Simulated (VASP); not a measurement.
Band structure of HgZn$_{3}$Se$_{4}$ (ordered alloy cell). Computed with PBE GGA, VASP's PBE PAW potentials (set 64) (plane waves; VASP).

Unless said otherwise, spin-orbit coupling is left out, though it shifts the bands of the heavy elements here.

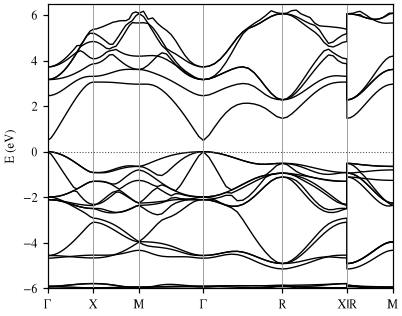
Bands along high-symmetry lines, zero at the valence-band maximum or, without a gap, the Fermi level

Task: Read the plot: is there a gap, and where are the band edges?

Result: The gap is direct, 0.49 eV, from the valence maximum at Γ to the conduction minimum at Γ. (Edges off the drawn lines would not show.)

The structure was generated: HgZn3Se4 was put into an ordered model structure (P-43m), which need not be its known phase. It was relaxed first.
